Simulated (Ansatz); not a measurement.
In doubt: one-shot GW on d or f shells is unsure, so the values of those runs are not to be relied on.

Two G0W0 runs on TaAgO3 (R3c).

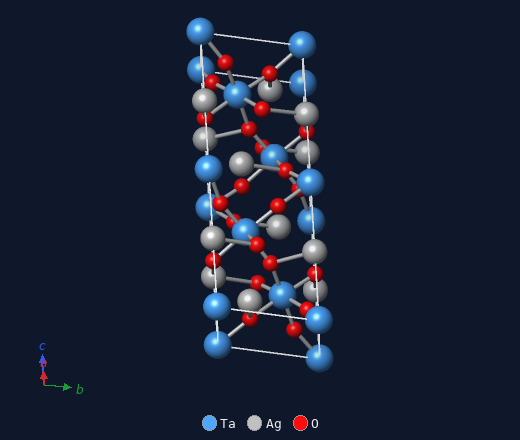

The structure (tantalum blue, silver light grey, oxygen red). Bonds to atoms that aren't drawn are left out. Some periodic images of atoms are drawn too.

The structure is trigonal, space group R3c (No. 161). The conventional cell has a = 5.528 Å, b = 5.528 Å, c = 13.716 Å, α = 90.00°, β = 90.00°, γ = 120.00°. Ta has 6 O at 1.96 to 2.03 Å nearest. Nearest to Ag lie 6 O at 2.40 to 2.78 Å. O has 2 Ta at 1.96 to 2.03 Å and 2 Ag at 2.40 to 2.78 Å nearest. Farther neighbours and most contacts between anions are not listed.

```xyz
10
Lattice="2.7641 1.5958 4.5720 -2.7641 1.5958 4.5720 0.0000 -3.1917 4.5720" Properties=species:S:1:pos:R:3 pbc="T T T"
Ta    0.0000    0.0000   -0.0362
Ta    0.0000    0.0000    6.8218
Ag    0.0000    0.0000    3.4153
Ag    0.0000    0.0000   10.2732
O     0.3653    1.5935    8.0276
O    -1.5626   -0.4804    8.0276
O     1.1974   -1.1131    8.0276
O     1.5667    0.4827    5.7416
O    -0.3653   -1.5982    5.7416
O    -1.2014    1.1154    5.7416
```

Geometry: measured cell, ions relaxed with LDA. The runs that relaxed it are not among those shown. Spin-orbit coupling is left out unless a run names it.

The first (Ansatz 0.2.0; start LDA, 4×4×4 mesh, 316 empty bands, screening to 110 eV, hard PAW files; 1 × NVIDIA H100 80GB HBM3 (shared by 3 runs) with 4 threads of AMD EPYC 7R13 (Zen 3), shared host) gave, on its mesh: starting gap 1.87 eV, G0W0 gap 3.33 eV, RPA ε∞ (mean) 6.93, 51 s.

The second gave: starting gap 1.87 eV, G0W0 gap 3.41 eV, RPA ε∞ (mean) 6.90, 2 min.

Q: What was changed in the input? Choose among start, files, mesh, bands and cutoff, frequency model or another key.

Changed: empty bands from 316 to 719 and screening cutoff (eV) from 110.0 to 190.0. The starting gap stayed, which rules out the functional and points to the GW step. Other changes could give like numbers; this is the one that was made.

Limits: not at the basis limit; d shell near the gap, gap tends to lie low; no spin-orbit coupling.

[Paths, hosts, dates, memory and timing lines, banners, echoed tables and standing remarks are left out of the program output.]

[Logs are printed without paths, hosts, clocks, repeated set-up lines and the standing remarks that a program may print on its own settings, such as how far it seeks lower states.]

[Runs of the session that timed out or met a known fault of the program may be left out.]

[Cells called generated may have been cut or substituted from an entry of the Crystallography Open Database or the Materials Project.]

[Hosts, paths, dates, database ids (printed as entryN), source tags and the programs' standing remarks are cut or masked in the printed files.]
